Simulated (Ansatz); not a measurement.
Si3N4, pressure series

The parent structure is Si3N4 (space group Fd-3m, No. 227).

```
Si3N4
1.0
    0.00000     3.87184     3.87184
    3.87184     0.00000     3.87184
    3.87184     3.87184     0.00000
Si N
6 8
Direct
  0.62500   0.62500   0.62500
  0.12500   0.62500   0.62500
  0.62500   0.12500   0.62500
  0.62500   0.62500   0.12500
  0.25000   0.25000   0.25000
  0.00000   0.00000   0.00000
  0.86755   0.86755   0.86755
  0.39735   0.86755   0.86755
  0.86755   0.39735   0.86755
  0.86755   0.86755   0.39735
  0.38245   0.38245   0.38245
  0.85265   0.38245   0.38245
  0.38245   0.85265   0.38245
  0.38245   0.38245   0.85265
```

Cell and atoms are relaxed at each pressure.

Method: PBEsol/PAW in Ansatz (an electronic-structure program), no spin-orbit coupling.

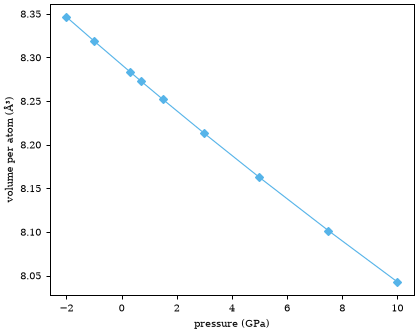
Figure. Volume against pressure

Problem. Estimate the zero-pressure bulk modulus from the plot.

Solution. About 310 GPa; a third-order Birch–Murnaghan fit to the points gives V₀ = 8.29 Å³/atom, B₀ = 308 GPa and B₀′ = 4.1.

Load acts through the strain it causes; cell and atoms are relaxed under it. No phonon test of stability was made. No other phases were tried under pressure.
